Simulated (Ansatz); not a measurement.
```xyz
8

O    -0.6474   -1.9634   -1.0850
Ga    0.6834   -0.9266   -0.5096
Si    0.0039    1.1040    0.6037
F    -1.5776    1.2196    0.6643
F     0.5234    2.4096   -0.1293
F     0.5195    1.1862    2.1001
H    -1.5280   -1.6278   -0.9034
H     2.1149   -1.4586   -0.7967
```

Geometry: PBE0-D4/def2-TZVP.

Theory: RKS PBE0-D4/def2-TZVPP (Ansatz).

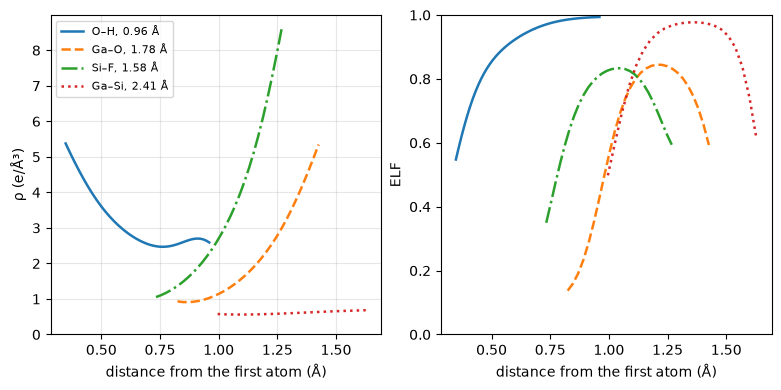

F3GaH2OSi. Electron density and electron localisation function along straight lines between neighbouring atoms. The curves leave out the atomic cores.

**What can be read from the curves?**

O–H (0.96 Å): the density is about 3.8 e/Å³ at the midpoint; the ELF climbs to about 1 towards the hydrogen, as it does in any bond to H: an ordinary covalent bond to hydrogen.
Ga–O (1.78 Å): the density is about 0.92 e/Å³ at the midpoint; the ELF peaks at about 0.85 in the valence shell of O, 0.6 Å from its nucleus, and is about 0.25 at the midpoint.
Si–F (1.58 Å): the density is about 1.2 e/Å³ at the midpoint; the ELF peaks at about 0.85 in the valence shell of F, 0.5 Å from its nucleus, and is about 0.55 at the midpoint.
Ga–Si (2.41 Å): ρ at the midpoint is about 0.57 e/Å³; the ELF peaks at about 1 between the atoms; localised, covalent bonding.
